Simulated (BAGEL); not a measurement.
**GaHSF2 (SMILES [F][Ga]([F])[SH]): RI-MP2/def2-SVPD (density fitting with qzvpp-jkfit)**

What is the energy change on altering one bond length of GaHSF2 at RI-MP2/def2-SVPD (density fitting with qzvpp-jkfit)? 

Program for the calculation: BAGEL 1.2.2.

1 further run of the same task is left out (it didn't finish). Runs told in other sessions of the task aren't counted.

## Step 1: Starting point

The species is GaHSF2 (5 atoms), meant as a singlet with charge 0. As SMILES, `[F][Ga]([F])[SH]`. Geometry: relaxed at PBE0-D4/def2-TZVP.

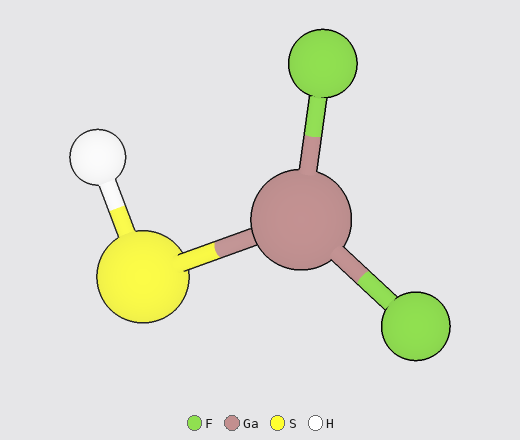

Viewed from a chosen angle; fluorine green, gallium pink, sulfur yellow, hydrogen white.

## Step 2: A single-point energy at RI-MP2/def2-SVPD (density fitting with qzvpp-jkfit)

Input file calc.json:

```json
{ "bagel": [

{
  "title": "molecule",
  "basis": "def2-svpd.json",
  "df_basis": "qzvpp-jkfit",
  "angstrom": true,
  "geometry": [
    { "atom": "F", "xyz": [   -0.326400,   -1.486100,    1.658600 ] },
    { "atom": "Ga", "xyz": [    0.142700,   -0.389000,    0.397700 ] },
    { "atom": "F", "xyz": [    1.855700,   -0.271200,    0.121400 ] },
    { "atom": "S", "xyz": [   -1.298500,    0.749200,   -0.745600 ] },
    { "atom": "H", "xyz": [   -0.323600,    1.323500,   -1.473600 ] }
  ]
},
{
  "title": "hf"
},
{
  "title": "mp2",
  "ncore": 16
}

]}
```

The basis set def2-SVPD is read from a file made from the Basis Set Exchange's data (not shown).

Command:

```sh
$ BAGEL_NUM_THREADS=1 BAGEL calc.json > calc.out
```

What it wrote:

```text
* using 1 threads per process

  ===============================================================
  ===============================================================

  *** Geometry ***

  { "atom" : "F", "xyz" : [     -0.616807,     -2.808322,      3.134300 ] },
  { "atom" : "Ga", "xyz" : [      0.269664,     -0.735103,      0.751544 ] },
  { "atom" : "F", "xyz" : [      3.506765,     -0.512494,      0.229413 ] },
  { "atom" : "S", "xyz" : [     -2.453809,      1.415783,     -1.408980 ] },
  { "atom" : "H", "xyz" : [     -0.611515,      2.501053,     -2.784700 ] },

  Number of auxiliary basis functions:      566

  Since a DF basis is specified, we compute 2- and 3-index integrals:
    o Being stored without compression. Storage requirement is 0.064 GB

  Number of basis functions:      119
  Number of electrons      :       66

    * METHOD: MOLECULE                             0.31

  *** RHF ***

  === Nuclear Repulsion ===
   365.6878300203

      * DIIS with orbital gradients will be used.

  === RHF iteration (def2-svpd.json) ===
      0      -2519.42312248          0.02252007           0.14
      1      -2519.61153735          0.01942652           0.14
      2      -2519.85204552          0.00127827           0.14
      3      -2519.85415879          0.00031337           0.14
      4      -2519.85429684          0.00011893           0.14
      5      -2519.85431950          0.00003781           0.14
      6      -2519.85432182          0.00001718           0.14
      7      -2519.85432216          0.00000656           0.14
      8      -2519.85432222          0.00000306           0.14
      9      -2519.85432223          0.00000092           0.14
     10      -2519.85432223          0.00000032           0.14
     11      -2519.85432223          0.00000014           0.14
     12      -2519.85432223          0.00000005           0.14
     13      -2519.85432223          0.00000002           0.14
     14      -2519.85432223          0.00000001           0.14
     15      -2519.85432223          0.00000001           0.14
    * SCF iteration converged.

    * Permanent dipole moment:
           (    0.337235,    -0.593840,     0.634428) a.u.

    * METHOD: HF                                   2.53

  *** RHF ***

  === Nuclear Repulsion ===
   365.6878300203

      * DIIS with orbital gradients will be used.

  === RHF iteration (def2-svpd.json) ===
      0      -2519.85432223          0.00000000           0.14
    * SCF iteration converged.

    * Permanent dipole moment:
           (    0.337235,    -0.593840,     0.634428) a.u.

  === DF-MP2 calculation ===

    * freezing 16 orbitals
    * 3-index integral transformation done
    * assembly done

      MP2 correlation energy:   -0.7466862548      0.09

      MP2 total energy:       -2520.6010084843

    * METHOD: MP2                                  0.39

  ===============================================================
```

Run time: 3.6 s. Hardware: 1 thread of Arm Neoverse V2, shared host; peak memory 0.2 GiB.

## Step 3: The distorted shape

Input file input.json:

```json
{ "bagel": [

{
  "title": "molecule",
  "basis": "def2-svpd.json",
  "df_basis": "qzvpp-jkfit",
  "angstrom": true,
  "geometry": [
    { "atom": "F", "xyz": [      -0.583346,      -1.503770,       1.700044 ] },
    { "atom": "Ga", "xyz": [      -0.114246,      -0.406670,       0.439144 ] },
    { "atom": "F", "xyz": [       1.855700,      -0.271200,       0.121400 ] },
    { "atom": "S", "xyz": [      -1.555446,       0.731530,      -0.704156 ] },
    { "atom": "H", "xyz": [      -0.580546,       1.305830,      -1.432156 ] }
  ]
},

{
  "title": "hf"
},

{
  "title": "mp2",
  "ncore": 16
}

]}
```

The basis set def2-SVPD is read from a file made from the Basis Set Exchange's data (not shown).

Command:

```sh
$ BAGEL_NUM_THREADS=1 BAGEL input.json > input.out
```

What it wrote:

```text
* using 1 threads per process

  ===============================================================
  ===============================================================

  *** Geometry ***

  { "atom" : "F", "xyz" : [     -1.102364,     -2.841713,      3.212618 ] },
  { "atom" : "Ga", "xyz" : [     -0.215894,     -0.768495,      0.829862 ] },
  { "atom" : "F", "xyz" : [      3.506765,     -0.512494,      0.229413 ] },
  { "atom" : "S", "xyz" : [     -2.939367,      1.382391,     -1.330662 ] },
  { "atom" : "H", "xyz" : [     -1.097073,      2.467661,     -2.706383 ] },

  Number of auxiliary basis functions:      566

  Since a DF basis is specified, we compute 2- and 3-index integrals:
    o Being stored without compression. Storage requirement is 0.064 GB

  Number of basis functions:      119
  Number of electrons      :       66

    * METHOD: MOLECULE                             0.32

  *** RHF ***

  === Nuclear Repulsion ===
   352.1478323080

      * DIIS with orbital gradients will be used.

  === RHF iteration (def2-svpd.json) ===
      0      -2519.36350405          0.02312699           0.15
      1      -2519.51985701          0.02185240           0.14
      2      -2519.82592509          0.00148196           0.14
      3      -2519.82844139          0.00067917           0.14
      4      -2519.82888701          0.00020915           0.14
      5      -2519.82895171          0.00006333           0.14
      6      -2519.82895978          0.00002522           0.14
      7      -2519.82896104          0.00001064           0.14
      8      -2519.82896120          0.00000548           0.14
      9      -2519.82896123          0.00000175           0.14
     10      -2519.82896123          0.00000095           0.14
     11      -2519.82896123          0.00000035           0.14
     12      -2519.82896123          0.00000011           0.14
     13      -2519.82896123          0.00000005           0.14
     14      -2519.82896123          0.00000003           0.14
     15      -2519.82896123          0.00000001           0.14
     16      -2519.82896123          0.00000000           0.14
    * SCF iteration converged.

    * Permanent dipole moment:
           (    0.888569,    -0.613741,     0.609829) a.u.

    * METHOD: HF                                   2.70

  *** RHF ***

  === Nuclear Repulsion ===
   352.1478323080

      * DIIS with orbital gradients will be used.

  === RHF iteration (def2-svpd.json) ===
      0      -2519.82896123          0.00000000           0.14
    * SCF iteration converged.

    * Permanent dipole moment:
           (    0.888569,    -0.613741,     0.609829) a.u.

  === DF-MP2 calculation ===

    * freezing 16 orbitals
    * 3-index integral transformation done
    * assembly done

      MP2 correlation energy:   -0.7535686343      0.09

      MP2 total energy:       -2520.5825298658

    * METHOD: MP2                                  0.39

  ===============================================================
```

It took 3.6 s on 1 thread of Arm Neoverse V2, shared host; peak memory 0.2 GiB.

## Step 4: Results

At RI-MP2/def2-SVPD (density fitting with qzvpp-jkfit), 16 core orbitals frozen:

```
                                                          quantity           value
                                         first shape: total energy  -2520.60101 Eh
         first shape: correlation energy (16 core orbitals frozen)      -746.7 mEh
                                     distorted shape: total energy  -2520.58253 Eh
     distorted shape: correlation energy (16 core orbitals frozen)      -753.6 mEh
energy change with the Ga2–F3 bond stretched from 1.739 to 2.000 Å        0.503 eV
```

With the Ga2–F3 bond stretched from 1.739 to 2.000 Å the energy rises by 0.50 eV (48.5 kJ/mol). The first shape isn't relaxed at this level, so the change isn't measured from a minimum.
